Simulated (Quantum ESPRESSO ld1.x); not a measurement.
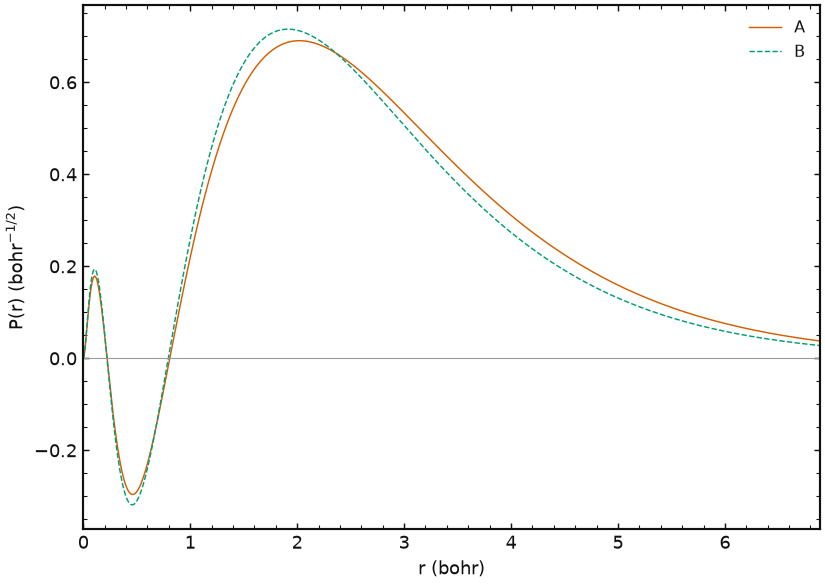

The germanium ion Ge⁺ was computed in two configurations: [Ar] 3d10 4s1 4p2 (open shells shared over both j by 2j + 1); [Ar] 3d9 4s2 4p2 (open shells shared over both j by 2j + 1). Method: Dirac Kohn-Sham, relativistic LDA (MacDonald-Vosko exchange, VWN5 correlation), spin-unpolarised, spherical densities, point nucleus; computed with Quantum ESPRESSO ld1.x 7.5.

The plot shows P(r) = r R(r) of the 4p1/2 orbital in both runs (large components where relativistic).

**Assign A and B.**

A is [Ar] 3d10 4s1 4p2 (open shells shared over both j by 2j + 1) (⟨r⟩ = 2.46 bohr, eigenvalue −12.4 eV); B is [Ar] 3d9 4s2 4p2 (open shells shared over both j by 2j + 1) (⟨r⟩ = 2.32 bohr, eigenvalue −13.6 eV). The orbital is smaller where the other electrons screen the nucleus less.
